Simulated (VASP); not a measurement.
Energy against volume of PbF2 (fluorite). Method: PBE GGA, VASP's PBE PAW potentials (set 64) (plane waves; VASP).

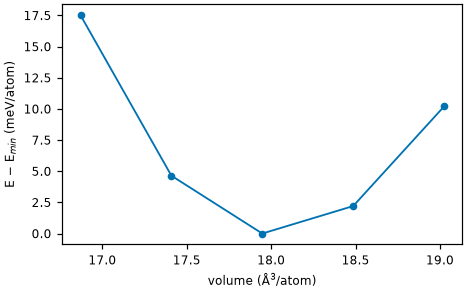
*Energy against volume*

Problem. Estimate the equilibrium volume and the bulk modulus.

Solution. The minimum lies near 18.0 Å³/atom, and the curvature gives B0 of about 67 GPa.

Measured: bulk modulus 64.0 GPa (computed value off by +4.0 %), a 5.940 Å (computed value off by +1.1 %), as given by E. Cadelano et al., The European Physical Journal B (2011), arXiv:1107.5962. The calculation is for a static lattice, while the measured bulk modulus, a hold thermal and zero-point effects, which are part of the difference.

The compound is PbF2 in the fluorite structure, the β form. It was relaxed first.
